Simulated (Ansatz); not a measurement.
## Frequency calculation of WH$_{2}$Cl$_{2}$OF$_{3}$

WH$_{2}$Cl$_{2}$OF$_{3}$, multiplicity 2, computed with UKS PBE/def2-SVP (Ansatz 0.2.0).

It belongs to a series of runs on one base structure; here: vibrations at the highest image of the band. Figures and captions count atoms from 1; the log counts them from 0 in places.

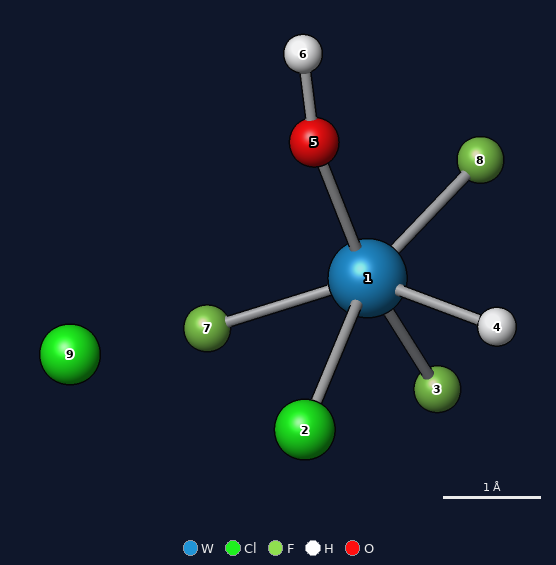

**Figure 1.** The structure as given in the input (ball-and-stick view, seen at a tilt; atoms are numbered from 1 in the order of the input). Sticks mark near contacts. Bond lengths as drawn: Cl–W 2.39 Å, F–W 1.87 to 1.88 Å, H–O 0.97 Å, H–W 1.71 Å and O–W 1.84 Å.

### Input
```yaml
crystal:
  periodic: [false, false, false]
  atoms:
    - { symbol: W, position_ang: [0.047847, -0.083087, 0.195436] }
    - { symbol: Cl, position_ang: [0.649865, 0.879706, 2.297885] }
    - { symbol: F, position_ang: [1.723274, -0.168889, -0.626126] }
    - { symbol: H, position_ang: [0.284814, 1.6054, 0.056598] }
    - { symbol: O, position_ang: [-1.735291, -0.084003, 0.65275] }
    - { symbol: H, position_ang: [-2.699952, -0.159053, 0.549831] }
    - { symbol: F, position_ang: [0.58854, -1.645474, 1.098993] }
    - { symbol: F, position_ang: [-0.547637, -0.02261, -1.585821] }
    - { symbol: Cl, position_ang: [-0.67856, -0.578289, 4.074153] }
magnetization:
  spin_polarized: true
  initial_magnetization: 1
basis:
  gaussian: { orbitals: def2-SVP }
hamiltonian:
  xc: pbe
phonons: {}
```

Launch command:
```bash
ansatz run input.yaml --threads 4 --pin off --max-ram 5120MiB --backend cpu --events-out ev --progress --plain --runs-dir out
```

### Log
```
Engine: ansatz 0.2.0, aarch64-unknown-linux-gnu
Functional definition: PBE
  parameter kappa = 0.804
  parameter beta = 0.06672455060314922
  exchange = pbe_x(kappa = kappa, mu = beta*pi^2/3)
  correlation = pbe_c(beta = beta)
1400 factors; their error is unknown
mean field evaluation 1: about -37057.8323 eV, gradient 5.9e1 eV
mean field evaluation 2: about -36761.2000 eV, gradient 2.3e2 eV
mean field evaluation 4: about -37065.4820 eV, gradient 3.5e1 eV
mean field evaluation 8: about -37070.7624 eV, gradient 1.9e0 eV
mean field evaluation 16: about -37070.7013 eV, gradient 5.4e-2 eV
mean field evaluation 32: about -37064.6196 eV, gradient 2.2e1 eV
mean field evaluation 64: about -37066.9434 eV, gradient 6.7e0 eV
mean field evaluation 96: about -37069.5454 eV, gradient 4.0e0 eV
mean field -37070.70135728 eV, -1362.3231474563 hartree, gradient 2.5e-5 eV, S^2 0.751684; 8 other end points of the search recorded, 0 dependent functions left out
the calculation of the forces begins
reference -37070.70142658 eV, -1362.3231500027 hartree; 43, 42 occupied and 91, 92 virtual orbitals, 1400 factors
these checks for a lower state are left out or cut short: stability, starts, cluster_reference, orbital_swaps, neighbouring_geometries, increment
1400 factors; their error is unknown
mean field -37070.70114957 eV, -1362.3231398230 hartree, gradient 2.5e-6 eV, S^2 0.751686; 0 other end points of the search recorded, 0 dependent functions left out
[... from here on the field's lines of each further geometry are left out, up to the last ...]
the calculation of the forces begins
reference -37070.70142238 eV, -1362.3231498487 hartree; 43, 42 occupied and 91, 92 virtual orbitals, 1400 factors
these checks for a lower state are left out or cut short: stability, starts, cluster_reference, orbital_swaps, neighbouring_geometries, increment
1400 factors; their error is unknown
mean field -37070.70135250 eV, -1362.3231472803 hartree, gradient 2.1e-6 eV, S^2 0.751685; 0 other end points of the search recorded, 0 dependent functions left out
the calculation of the forces begins
reference -37070.70142178 eV, -1362.3231498267 hartree; 43, 42 occupied and 91, 92 virtual orbitals, 1400 factors
WARN: phonons: modes at or below zero, which the zero-point energy, F, S and C_V leave out: 1, the lowest at -93.70 cm⁻¹. A minimum has none, and a first-order saddle one
Total energy: -37070.70142658 eV, -1362.3231500027 hartree
Atom 0 at     0.047847    -0.083087     0.195436 Å, force    -0.000458     0.002482    -0.000737 eV/Å
Atom 1 at     0.649865     0.879706     2.297885 Å, force    -0.000052    -0.000187    -0.000089 eV/Å
Atom 2 at     1.723274    -0.168889    -0.626126 Å, force     0.000169    -0.001178     0.000263 eV/Å
Atom 3 at     0.284814     1.605400     0.056598 Å, force    -0.000303    -0.000285     0.000553 eV/Å
Atom 4 at    -1.735291    -0.084003     0.652750 Å, force    -0.000018     0.000551     0.000026 eV/Å
Atom 5 at    -2.699952    -0.159053     0.549831 Å, force     0.000024    -0.000778    -0.000134 eV/Å
Atom 6 at     0.588540    -1.645474     1.098993 Å, force     0.000687    -0.000886    -0.000006 eV/Å
Atom 7 at    -0.547637    -0.022610    -1.585821 Å, force    -0.000093     0.000015     0.000009 eV/Å
Atom 8 at    -0.678560    -0.578289     4.074153 Å, force     0.000043     0.000265     0.000115 eV/Å
Dipole moment:    -0.673453     0.101252    -0.535257 e Å
Vibrations: -93.70 32.81 49.50 57.22 124.82 156.00 183.85 208.73 234.03 295.02 324.49 406.33 480.97 612.56 654.71 682.97 697.04 785.12 875.24 2008.28 3783.98 cm⁻¹, zero-point energy 0.784428 eV
```

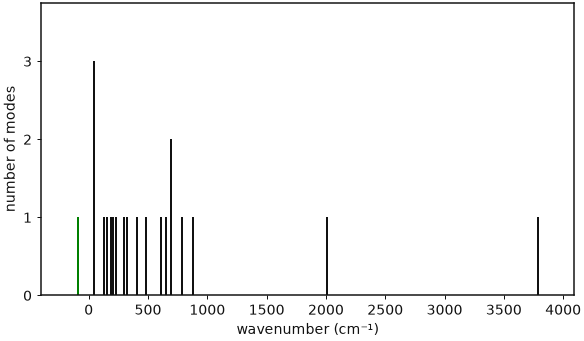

**Figure 2.** Harmonic vibrational wavenumbers from the force constants; neighbouring modes closer than 18 cm⁻¹ are counted in one stick, and imaginary ones are drawn at negative wavenumbers. 21 modes from 94i to 3784 cm⁻¹, 1 imaginary beyond 8i (94i cm⁻¹): not a clean minimum; so soft a mode can be a shallow saddle, an incomplete relaxation or noise of the force constants.

### Results in brief

```tsv
quantity	value
outcome	converged
total energy	−37070.7014 eV
mean-field energy	−37070.7014 eV
⟨S²⟩	0.752
largest force (length of the vector)	0.003 eV/Å
hardware	4 threads of Arm Neoverse V2, 24 GiB of memory available, shared host
wall time	1.7 min (CPU time 6.5 min)
peak memory	0.3 GiB
```
